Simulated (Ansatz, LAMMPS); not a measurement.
# An extra electron or hole in a frame of K+ BF4- in acetonitrile and tetrahydrofuran and propylene carbonate from 300 K (588 atoms), part 2 of 4

Aim: add and remove one electron in a frame of K+ BF4- in acetonitrile and tetrahydrofuran and propylene carbonate from 300 K (588 atoms), with atoms held and relaxed, and read trapping energy and localisation.

Ansatz 0.2.0; Kohn-Sham DFT, PBE+D4, PAW (set soft_2), plane waves.

The cell: 172 C, 70 O, 296 H, 14 N, 6 B, 24 F and 6 K. The network of contacts between molecules at the start is that of the classical potential that made the cell. The Brillouin zone is sampled at Γ only, in a cell whose shortest periodic width is 19 Å. The liquid is relaxed first.

So far. Step 2 (Single point at the start): The r.m.s. force at the start is 0.97 eV/Å. Step 3 (Relaxation): The relaxation was stopped at its limit after 48 steps, 29.7 eV below its start, with a largest force component of 0.27 eV/Å.

### 4. Single point at the relaxed geometry

One more single point at the end of the walk gives the fuller output and checks the residual forces.

input.yaml reads:

```yaml
crystal:
  lattice:
    - [18.94644, 0.0, 0.0]
    - [0.0, 18.94644, 0.0]
    - [0.0, 0.0, 18.94644]
  atoms:
    - { symbol: C, position: [0.06093, 0.54075, 0.50341] }
    - { symbol: C, position: [0.10288, 0.60913, 0.51471] }
    - { symbol: C, position: [0.15797, 0.60533, 0.45599] }
    - { symbol: O, position: [0.12692, 0.56358, 0.3997] }
    - { symbol: C, position: [0.05952, 0.53621, 0.42323] }
    - { symbol: H, position: [0.08955, 0.49552, 0.52595] }
    [... 576 atom lines left out ...]
    - { symbol: K, position: [0.8025, 0.53241, 0.37925] }
    - { symbol: K, position: [0.39494, 0.97558, 0.02473] }
    - { symbol: K, position: [0.76905, 0.39242, 0.60215] }
    - { symbol: K, position: [0.80689, 0.75178, 0.62719] }
    - { symbol: K, position: [0.45007, 0.93721, 0.82339] }
    - { symbol: K, position: [0.11874, 0.6149, 0.26433] }
kpoints:
  mp_grid: { grid: [1, 1, 1] }
hamiltonian:
  xc: pbe
  dispersion: d4
scf:
  occupations: { method: fermi_dirac, width: 0.025 }
output:
  forces: true
  stress: true
  populations: true
  dos:
    method: { smearing: { sigma: 0.08 } }
    de: 0.1
    projected: { site_lists: { B: [B], C: [C], F: [F], H: [H], K: [K] } }
  eigenvalues: true
  write_density: true
  write_potential: true
  volumetric_format: npy
  elf: true
```

The run is started by

```
$ ansatz run input.yaml --threads 32 --pin off --max-ram 143360MiB --backend cuda --events-out ev --progress --plain --runs-dir out
```

Numbers of over 12 decimals in the logs are rounded to 6 here.

Output:

```text
[...]
GPU FFT provider: cuFFT
GPU libraries: cuBLAS 13.8.1, cuFFT 12.4.0, cuSOLVER 12.3.2
[...]
Crystal: 588 atoms, lattice volume = 6801.158 Å³
Basis set: ecut = 420 eV, 133123 PW (Γ), exchange–correlation on 256×256×256 points (8 copies of the dense FFT grid, shifted against one another)
Bands: 1445, of which v1, the nominal top of the filled ones, is band 857 counted from 1 (856 counted from 0)
Symmetry: 1 space group operations
[...]
k-points: 1
[...]
GPU buffer pool allocated for 2097152 grid points (all kernels)
[...]
SCF iter   1: F=—  HF=-122590.368636 eV  |F-HF|=—  |Δ(HF+E_count)|=         —  Δρ=5.06e-3  dr2=2.87e0  ethr=1.77e-3  ⟨swp⟩=6.0  Hψ=6601  notcnv=0  defer=249
[...]
SCF iter  12: F=-122589.503771 eV  HF=-122589.503771 eV  |F-HF|=1.33e-8  |Δ(HF+E_count)|=   1.47e-8  Δρ=6.32e-7  dr2=3.11e-8  ethr=5.83e-12  ⟨swp⟩=24.0  Hψ=15102  notcnv=0
SCF 1 converged in 12 iterations: F = -122589.503771 eV  dr2 = 3.11e-8
[...]
WARN: The input density's exchange-correlation potential varies sharply where the density is thin. Do not read a vacuum level from v_tot or v_xc, or from such a field of the output density. On a cell that repeats whose density bears no net charge and no dipole along the vacuum's axis use v_es (v_loc + v_h of the components); [...]
SCF converged after 12 iterations
Free energy (F): -122589.503771 eV
[...]
Internal energy: -122589.503771 eV  (E = F + TS)
E sigma→0 (E₀):  -122589.503771 eV
Fermi energy:    1.484803 eV
[...]
--- Forces (eV/Å), atoms counted from 1 ---
[... 588 lines of forces left out ...]
  max |Σ_I F_I| component: 1.43e-4 eV/Å
--- Stress (GPa, compression-positive) ---
       -0.385121      -0.005735      -0.020154
       -0.005736      -0.431677       0.001635
       -0.020154       0.001633      -0.394232
  P = ⅓ Tr σ = -0.4037 GPa (-4.037 kbar)
--- Band table (eV) ---
[... left out ...]
--- Löwdin populations: 588 sites ---
  site symbol       q [e]
[... 588 lines, one an atom, left out ...]
  spilling = 0.012496 (of n_electrons = 1714.000000)
```

Run time: 9.3 s. Hardware: 1 × NVIDIA GB200 with 32 threads of Arm Neoverse V2, shared host; peak memory 3.5 GiB.

That memory is the host's; the program planned 22.8 GiB on the GPU.

The program notes that the exchange-correlation potential is rough where the density is thin.

Numbers from this run:

| Item | Value |
| --- | --- |
| free energy | -122589.5038 eV |
| free energy per atom | -208.4856 eV/atom |
| SCF cycles | 12 |
| pressure | -0.4037 GPa |
| r.m.s. force component | 0.01767 eV/Å |
| longest force | 0.2842 eV/Å |
| Fermi energy | 1.485 eV |
| gap (highest filled to lowest empty level) | 4.421 eV |
| spilling of the projection | 0.0125 |

Löwdin charges by element and coordination (they lack the spilled electrons, 0.036 e an atom on average):

```csv
element,coordination,atoms,mean charge (e),spread,least,most
B,all,6,0.880,0.0033,0.875,0.885
C,all,172,-0.0676,0.335,-0.496,0.727
C,2,14,0.243,0.0098,0.224,0.254
C,3,17,0.715,0.0055,0.706,0.727
C,4,141,-0.193,0.193,-0.496,0.113
F,all,24,-0.391,0.0054,-0.405,-0.379
F,1,16,-0.392,0.0059,-0.405,-0.379
F,2,7,-0.390,0.0043,-0.397,-0.384
F,3,1,-0.395,0,-0.395,-0.395
H,all,296,0.201,0.0244,0.147,0.261
K,all,6,0.833,0.0083,0.819,0.845
K,6,3,0.831,0.0108,0.819,0.845
K,7,3,0.834,0.0042,0.830,0.840
N,all,14,-0.242,0.0092,-0.255,-0.229
N,1,4,-0.239,0.0094,-0.254,-0.229
N,2,9,-0.244,0.0091,-0.255,-0.232
N,3,1,-0.239,0,-0.239,-0.239
O,all,70,-0.341,0.0605,-0.448,-0.262
O,1,11,-0.415,0.0084,-0.428,-0.403
O,2,47,-0.317,0.0533,-0.434,-0.262
O,3,11,-0.365,0.0493,-0.448,-0.280
O,4,1,-0.399,0,-0.399,-0.399
```

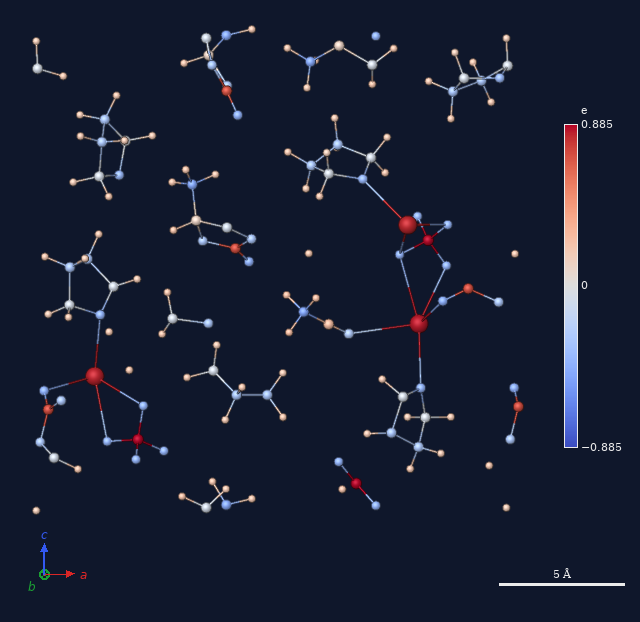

Atoms coloured by Löwdin charge. Drawn is a slice 4 Å thick, seen along the normal of the ac plane. Bonds to atoms that aren't drawn are left out.

Density of states as counts of states in windows of 1 eV (from the Fermi level), total and some projections:

```csv
from (eV),to (eV),total,C p,H s,F p,C s
-18,-17,0.0,0.0,0.0,0.0,0.0
-17,-16,45.4,5.2,7.6,0.0,25.6
-16,-15,55.2,11.5,11.2,0.0,28.5
-15,-14,70.9,8.9,14.6,0.0,34.4
-14,-13,36.4,0.2,0.2,0.1,0.3
-13,-12,34.0,8.4,5.7,0.0,8.3
-12,-11,93.1,28.4,16.4,0.0,21.8
-11,-10,23.1,8.2,5.4,0.1,5.5
-10,-9,94.1,37.8,12.4,9.2,4.4
-9,-8,138.8,64.1,22.5,14.9,5.5
-8,-7,192.7,87.3,32.9,14.6,1.9
-7,-6,150.2,78.0,36.8,4.3,1.1
-6,-5,207.4,68.9,22.1,45.2,1.4
-5,-4,237.2,80.6,33.0,41.9,1.0
-4,-3,69.6,8.8,5.9,2.9,0.2
-3,-2,37.9,3.9,7.3,0.0,0.1
-2,2,0.0,0.0,0.0,0.0,0.0
2,3,86.1,31.3,14.3,0.0,4.2
3,4,112.6,30.4,24.1,0.1,9.7
4,5,128.4,26.4,30.6,0.2,11.8
```

The curve was stored every 0.100 eV, coarse against its broadening of 0.08 eV, so these counts are rough.

Between -26 and -18 eV lie 208 more states.

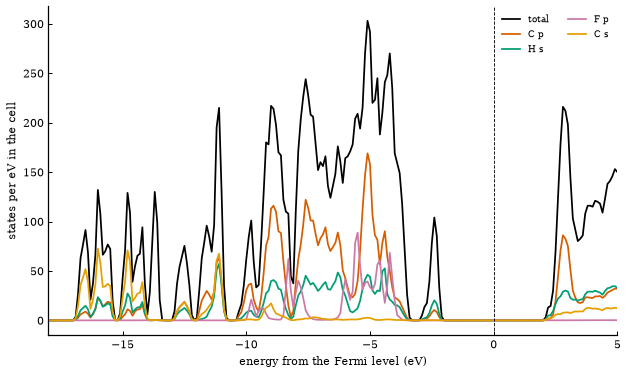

Total and projected density of states, with the broadening of the input.

Not all projections were asked for or kept, so they needn't add up to the total.

The levels nearest the highest filled one (over half full), pooled over k-points and spins:

```csv
level less the highest filled one (eV),occupation
-0.127,2
-0.119,2
-0.106,2
-0.0567,2
-0.0445,2
0,2
4.42,0
4.57,0
4.66,0
4.69,0
4.73,0
4.75,0
```

Filled and empty levels are parted by 4.42 eV (at Γ alone); a semilocal functional tends to put such gaps too low. In a disordered cell it changes from sample to sample and from frame to frame. Mean Löwdin charges: B +0.88, C -0.07, F -0.39, H +0.20, K +0.83, N -0.24 e (they miss 1.2 % of the electrons, so they add up to more than the cell's charge).

### 5. An extra electron, atoms held

The electron count changes by one with the atoms held: a vertical process, on a uniform background, with spin and a narrow Fermi–Dirac smearing. Its energy against the neutral cell hangs on the program's zero of potential.

input.yaml reads:

```yaml
crystal:
  lattice:
    - [18.94644, 0.0, 0.0]
    - [0.0, 18.94644, 0.0]
    - [0.0, 0.0, 18.94644]
  atoms:
    [... the 588 atom lines of step 4 ...]
total_charge: -1
kpoints:
  mp_grid: { grid: [1, 1, 1] }
hamiltonian:
  xc: pbe
  dispersion: d4
scf:
  occupations: { method: fermi_dirac, width: 0.01 }
  lower_state_search: "off"
output:
  forces: true
  stress: true
  populations: true
  dos:
    method: { smearing: { sigma: 0.15 } }
    de: 0.1
    projected: { site_lists: { B: [B], C: [C], F: [F], H: [H], K: [K] } }
  eigenvalues: true
  write_density: true
  write_potential: true
  volumetric_format: npy
magnetization:
  spin_polarized: true
  initial_magnetization: 1
```

Output:

```text
[...]
Crystal: 588 atoms, lattice volume = 6801.158 Å³
Basis set: ecut = 420 eV, 133123 PW (Γ), exchange–correlation on 256×256×256 points (8 copies of the dense FFT grid, shifted against one another)
Bands: 1446, of which v1, the nominal top of the filled ones, is band 858 counted from 1 (857 counted from 0)
Symmetry: 1 space group operations
[...]
k-points: 1
[... 15 lines on functional and potentials left out ...]
Starting moments: Σ|m| = 1 μB on 588 of 588 sites
[...]
SCF iter   1: F=—  HF=-123027.064882 eV  |F-HF|=—  |Δ(HF+E_count)|=         —  Δρ=8.46e-2 (↑8.44e-2 ↓8.46e-2)  dr2=3.59e3  dr2_m=1.61e-1  M=1.000 μB ∫|m|=1.045 μB  β_m=1.00  ethr=3.10e-3  ⟨swp⟩=7.0  Hψ=14936  notcnv=0  defer=126
[...]
spin=Collinear: Kerker preconditioning applied to the charge; magnetization (m = ρ↑ − ρ↓) channel mixes plain (no charge-response kernel on spin).
SCF iter   2: F=—  HF=-122800.809840 eV  |F-HF|=—  |Δ(HF+E_count)|=         —  Δρ=4.47e-2 (↑4.45e-2 ↓4.47e-2)  dr2=5.87e2  dr2_m=9.96e-2  M=0.024 μB ∫|m|=0.147 μB  β_m=0.30  ethr=3.10e-3  ⟨swp⟩=3.0  Hψ=5808  notcnv=0  defer=1128
[...]
SCF iter   3: F=—  HF=-122703.485671 eV  |F-HF|=—  |Δ(HF+E_count)|=    9.73e1  Δρ=2.98e-2 (↑2.97e-2 ↓2.98e-2)  dr2=3.10e2  dr2_m=5.08e-2  M=0.033 μB ∫|m|=0.123 μB  β_m=0.30  ethr=3.10e-3  ⟨swp⟩=2.0  Hψ=5043  notcnv=0  defer=1129
[...]
SCF iter   9: F=—  HF=-122586.394886 eV  |F-HF|=—  |Δ(HF+E_count)|=   7.84e-2  Δρ=1.30e-3 (↑1.30e-3 ↓1.29e-3)  dr2=1.70e0  dr2_m=1.02e-3  M=0.019 μB ∫|m|=0.046 μB  β_m=0.30  ethr=1.35e-4  ⟨swp⟩=7.5  Hψ=3452  notcnv=0  defer=1142
[...]
SCF 1 converged in 47 iterations: F = -122585.878879 eV  dr2 = 9.71e-8
[...]
SCF converged after 47 iterations
[...]
Free energy (F): -122585.878879 eV
[...]
Internal energy: -122585.865016 eV  (E = F + TS)
E sigma→0 (E₀):  -122585.871947 eV
Entropy (-TS):   -0.013863 eV (-0.024 meV/atom)
Fermi energy:    3.731791 eV
[...]
--- Forces (eV/Å), atoms counted from 1 ---
[... 588 lines of forces left out ...]
  max |Σ_I F_I| component: 1.84e-4 eV/Å
--- Stress (GPa, compression-positive) ---
       -0.382158      -0.007209      -0.021237
       -0.007210      -0.429479       0.003568
       -0.021238       0.003567      -0.391572
  P = ⅓ Tr σ = -0.4011 GPa (-4.011 kbar)
--- Band table (eV) ---
[... left out ...]
--- Löwdin populations: 588 sites ---
  site symbol       q [e]    m [muB]
[... 588 lines, one an atom, left out ...]
  spilling = 0.012620 (of n_electrons = 1715.000000)
```

Run time: 21 s. Hardware: 1 × NVIDIA GB200 with 32 threads; peak memory 3.5 GiB.

The program notes that starting moments were not kept.

An extra electron, atoms held: the energy stands 3.62 eV above that of the reference. An odd electron should give 1 μB; this run ended with the carrier shared between both spins.

The levels nearest the highest filled one (over half full), pooled over k-points and spins:

```csv
level less the highest filled one (eV),occupation
-4.45,1
-4.45,1
0,0.5
0,0.5
0.156,0
0.156,0
0.236,0
0.236,0
```

### 6. An extra electron, atoms relaxed

The atoms now respond to the charge; the energy gained comes from screening by the atoms, from trapping if the charge localises, and from any strain left in the reference.

input.yaml, the sections that differ from step 5:

```yaml
output:
  forces: true
relax:
  f_tol: 0.05
  max_steps: 90
# crystal, total_charge, kpoints, hamiltonian, scf, magnetization: as in step 5
```

Output:

```text
The last accepted step is kept in <dir> (removed where the run ends without a failure and the disk answers)
Engine: ansatz 0.2.0, aarch64-unknown-linux-gnu
Pseudopotentials: kind: paw
Pseudopotential: C, paw, valence charge 4, recommended cutoff 420 eV (normal), C.paw.azcp
Pseudopotential: O, paw, valence charge 6, recommended cutoff 420 eV (normal), O.paw.azcp
Pseudopotential: H, paw, valence charge 1, recommended cutoff 420 eV (normal), H.paw.azcp
Pseudopotential: N, paw, valence charge 5, recommended cutoff 420 eV (normal), N.paw.azcp
Pseudopotential: B, paw, valence charge 3, recommended cutoff 420 eV (normal), B.paw.azcp
Pseudopotential: F, paw, valence charge 7, recommended cutoff 420 eV (normal), F.paw.azcp
Pseudopotential: K, paw, valence charge 9, recommended cutoff 420 eV (normal), K.paw.azcp
[...]
Crystal: 588 atoms, lattice volume = 6801.158 Å³
Basis set: ecut = 420 eV, 133123 PW (Γ), exchange–correlation on 256×256×256 points (8 copies of the dense FFT grid, shifted against one another)
Bands: 1446, of which v1, the nominal top of the filled ones, is band 858 counted from 1 (857 counted from 0)
Symmetry: 1 space group operations
Space group: P1 (ITA 1), of the structure as read, at distance tolerance 1.9e-4 Å
Magnetic group: BNS 1.1 (UNI 1), of the structure as read, at distance tolerance 1.9e-4 Å
k-points: 1
[... 15 lines on functional and potentials left out ...]
Starting moments: Σ|m| = 1 μB on 588 of 588 sites
Initial wavefunctions: pseudopotential atomic-orbital guess
[...]
Functional: x = pbe(κ = 0.804, μ = 0.219515), c = pbe(β = 0.066725)
SCF iter   1: F=—  HF=-123027.064891 eV  |F-HF|=—  |Δ(HF+E_count)|=         —  Δρ=8.46e-2 (↑8.44e-2 ↓8.46e-2)  dr2=3.59e3  dr2_m=1.61e-1  M=1.000 μB ∫|m|=1.045 μB  β_m=1.00  ethr=3.10e-3  ⟨swp⟩=7.0  Hψ=14936  notcnv=0  defer=126
preconditioner: auto → Kerker (q_TF=auto, 2.169 Å⁻¹)  [metal: Δε(μ)=0.021 eV  Ē_g=13.204 eV  σ=0.010 eV  W_gap=0.48  n_scr=1188 (ndim 8)  ℏωp=16.1 eV  f_vac=0.117  D(μ)=62.00/eV (n_scr^D=250)]
spin=Collinear: Kerker preconditioning applied to the charge; magnetization (m = ρ↑ − ρ↓) channel mixes plain (no charge-response kernel on spin).
SCF iter   2: F=—  HF=-122800.810172 eV  |F-HF|=—  |Δ(HF+E_count)|=         —  Δρ=4.47e-2 (↑4.45e-2 ↓4.47e-2)  dr2=5.87e2  dr2_m=9.96e-2  M=0.024 μB ∫|m|=0.147 μB  β_m=0.30  ethr=3.10e-3  ⟨swp⟩=3.0  Hψ=5808  notcnv=0  defer=1128
Mixer restart at iter 2: flushing history
SCF iter   3: F=—  HF=-122703.485662 eV  |F-HF|=—  |Δ(HF+E_count)|=    9.73e1  Δρ=2.98e-2 (↑2.97e-2 ↓2.98e-2)  dr2=3.10e2  dr2_m=5.08e-2  M=0.033 μB ∫|m|=0.123 μB  β_m=0.30  ethr=3.10e-3  ⟨swp⟩=2.0  Hψ=5043  notcnv=0  defer=1129
[...]
SCF iter   9: F=—  HF=-122586.395473 eV  |F-HF|=—  |Δ(HF+E_count)|=   7.78e-2  Δρ=1.30e-3 (↑1.30e-3 ↓1.29e-3)  dr2=1.70e0  dr2_m=1.02e-3  M=0.019 μB ∫|m|=0.046 μB  β_m=0.30  ethr=1.35e-4  ⟨swp⟩=10.5  Hψ=3484  notcnv=0  defer=1142
[...]
SCF 1 converged in 29 iterations: F = -122585.878849 eV  dr2 = 5.92e-5
[...]
relax step   2: F+E_penalty+E_count = -122585.89954574 eV  Δ(F+E_penalty+E_count) = -2.070e-2 eV  max|allowed force component| = 1.016e-1 eV/Å  Δτ_max = 0.0838 Å  (9 SCF iters, dr2 threshold 4.33e-6 eV, accepted)
[...]
relax step   5: F+E_penalty+E_count = -122585.92841414 eV  Δ(F+E_penalty+E_count) = -1.060e-2 eV  max|allowed force component| = 9.947e-2 eV/Å  Δτ_max = 0.0620 Å  (10 SCF iters, dr2 threshold 3.02e-6 eV, accepted)
[...]
relax step  14: F+E_penalty+E_count = -122586.05289352 eV  Δ(F+E_penalty+E_count) = -1.747e-2 eV  max|allowed force component| = 1.640e-1 eV/Å  Δτ_max = 0.1462 Å  (9 SCF iters, dr2 threshold 5.72e-5 eV, accepted)
[...]
relax step  22: F+E_penalty+E_count = -122586.10592447 eV  Δ(F+E_penalty+E_count) = -7.082e-3 eV  max|allowed force component| = 1.364e-1 eV/Å  Δτ_max = 0.1178 Å  (12 SCF iters, accepted)
[...]
Free energy (F): -122586.105924 eV
Harris-Foulkes:  -122586.105924 eV  (|F-HF|=2.97e-8)
Internal energy: -122586.092061 eV  (E = F + TS)
E sigma→0 (E₀):  -122586.098993 eV
Entropy (-TS):   -0.013863 eV (-0.024 meV/atom)
Fermi energy:    3.679604 eV
--- Per-component energies (eV) ---
  E_band       = -14834.972284
  E_kinetic    = 40525.895613
  E_local      = -151758.394278  (includes V_loc(G=0)·N_el)
  E_nonlocal   = 11098.692780
  E_hartree    = 58056.741387
  E_xc         = -19771.906385
  E_vxc        = -24880.423372  (∫ρ·V_xc dr)
  E_paw        = -40086.965098  (= ΣΔE_a)
  E_vpaw       = -5934.038511  (= ΣTr[D̂ρ^β])
  E_aug_tail   = -0.184492  (compensation charges beyond the density's cutoff)
  E_ewald      = -20623.464053
  E_disp       = -26.507537  (pairwise vdW)
  E_smearing   = -0.013863  (= −TS)
  E_closure    = 0.000000  (closes the sum)
  E_deformation_potential = -6.475338  (in the stress; not in F)
  Σ components = -122586.105924   (vs F -122586.105924, Δ=0.00e0)
--- Forces (eV/Å), atoms counted from 1 ---
[... 588 lines of forces left out ...]
  max |Σ_I F_I| component: 2.59e-4 eV/Å
End of that report.
this run last wrote the structure of step 22 to <dir>
Error: SIGINT received: cancelled by the caller after 1 completed SCF iterations
```

Wall time 3 min (1 × NVIDIA GB200 with 32 threads); peak memory 3.1 GiB; 38 min of CPU time.

The relaxation was stopped at its limit after 22 steps, 0.227 eV below its start, with a largest force component of 0.14 eV/Å.

An extra electron, atoms relaxed: the energy stands 3.40 eV above that of the reference.

### 7. An extra electron, levels at the relaxed geometry

A single point at the new geometry gives levels and spin density.

input.yaml reads:

```yaml
crystal:
  lattice:
    - [18.94644, 0.0, 0.0]
    - [0.0, 18.94644, 0.0]
    - [0.0, 0.0, 18.94644]
  atoms:
    - { symbol: C, position: [0.06782, 0.54082, 0.50698] }
    - { symbol: C, position: [0.11161, 0.60821, 0.51697] }
    - { symbol: C, position: [0.16459, 0.60307, 0.45658] }
    - { symbol: O, position: [0.12981, 0.56386, 0.40067] }
    - { symbol: C, position: [0.06317, 0.53679, 0.42687] }
    - { symbol: H, position: [0.09636, 0.49487, 0.52816] }
    [... 576 atom lines left out ...]
    - { symbol: K, position: [0.80252, 0.52998, 0.38231] }
    - { symbol: K, position: [0.40341, 0.96921, 0.0212] }
    - { symbol: K, position: [0.7711, 0.38913, 0.60246] }
    - { symbol: K, position: [0.81049, 0.74375, 0.63243] }
    - { symbol: K, position: [0.4557, 0.93891, 0.82051] }
    - { symbol: K, position: [0.11707, 0.62082, 0.26785] }
total_charge: -1
kpoints:
  mp_grid: { grid: [1, 1, 1] }
hamiltonian:
  xc: pbe
  dispersion: d4
scf:
  occupations: { method: fermi_dirac, width: 0.01 }
  lower_state_search: "off"
output:
  forces: true
  stress: true
  populations: true
  dos:
    method: { smearing: { sigma: 0.15 } }
    de: 0.1
    projected: { site_lists: { B: [B], C: [C], F: [F], H: [H], K: [K] } }
  eigenvalues: true
  write_density: true
  write_potential: true
  volumetric_format: npy
magnetization:
  spin_polarized: true
  initial_magnetization: 1
```

Output:

```text
[...]
Crystal: 588 atoms, lattice volume = 6801.158 Å³
Basis set: ecut = 420 eV, 133123 PW (Γ), exchange–correlation on 256×256×256 points (8 copies of the dense FFT grid, shifted against one another)
Bands: 1446, of which v1, the nominal top of the filled ones, is band 858 counted from 1 (857 counted from 0)
Symmetry: 1 space group operations
[...]
k-points: 1
[...]
Starting moments: Σ|m| = 1 μB on 588 of 588 sites
[...]
SCF iter   1: F=—  HF=-123028.084134 eV  |F-HF|=—  |Δ(HF+E_count)|=         —  Δρ=8.51e-2 (↑8.45e-2 ↓8.51e-2)  dr2=3.62e3  dr2_m=9.64e-2  M=1.000 μB ∫|m|=1.043 μB  β_m=1.00  ethr=3.10e-3  ⟨swp⟩=7.0  Hψ=14878  notcnv=0  defer=130
[...]
SCF iter   2: F=—  HF=-122801.721427 eV  |F-HF|=—  |Δ(HF+E_count)|=         —  Δρ=4.49e-2 (↑4.45e-2 ↓4.49e-2)  dr2=5.89e2  dr2_m=8.10e-2  M=0.013 μB ∫|m|=0.118 μB  β_m=0.30  ethr=3.10e-3  ⟨swp⟩=3.0  Hψ=5808  notcnv=0  defer=1128
[...]
spin=Collinear: Resta preconditioning applied to the charge; magnetization (m = ρ↑ − ρ↓) channel mixes plain (no charge-response kernel on spin).
[...]
SCF 1 converged in 18 iterations: F = -122586.105866 eV  dr2 = 3.42e-8
[...]
SCF converged after 18 iterations
[...]
Free energy (F): -122586.105866 eV
[...]
Internal energy: -122586.092003 eV  (E = F + TS)
E sigma→0 (E₀):  -122586.098934 eV
Entropy (-TS):   -0.013863 eV (-0.024 meV/atom)
Fermi energy:    3.679575 eV
[...]
Σ components = -122586.105866   (vs F -122586.105866, Δ=0.00e0)
--- Forces (eV/Å), atoms counted from 1 ---
[... 588 lines of forces left out ...]
  max |Σ_I F_I| component: 1.24e-4 eV/Å
--- Stress (GPa, compression-positive) ---
       -0.335435      -0.017209      -0.026077
       -0.017208      -0.406962       0.034853
       -0.026076       0.034850      -0.346118
  P = ⅓ Tr σ = -0.3628 GPa (-3.628 kbar)
--- Band table (eV) ---
[... left out ...]
--- Löwdin populations: 588 sites ---
  site symbol       q [e]    m [muB]
[... 588 lines, one an atom, left out ...]
  spilling = 0.012628 (of n_electrons = 1715.000000)
```

Wall time 14 s (1 × NVIDIA GB200 with 32 threads); peak memory 3.5 GiB.

An extra electron, levels at the relaxed geometry: the energy stands 3.40 eV above that of the reference. An odd electron should give 1 μB; this run ended with the carrier shared between both spins.

The levels nearest the highest filled one (over half full), pooled over k-points and spins:

```csv
level less the highest filled one (eV),occupation
-0.117,1
-0.117,1
0,1
0,1
4.36,0.5
4.36,0.5
4.50,0
4.50,0
```

(Continued in part 3 of 4.)

[Logs are printed without paths, hosts, clocks, repeated set-up lines and the standing remarks that a program may print on its own settings, such as how far it seeks lower states.]

[Hosts, paths, dates, database ids (printed as entryN), source tags and the programs' standing remarks are cut or masked in the printed files.]
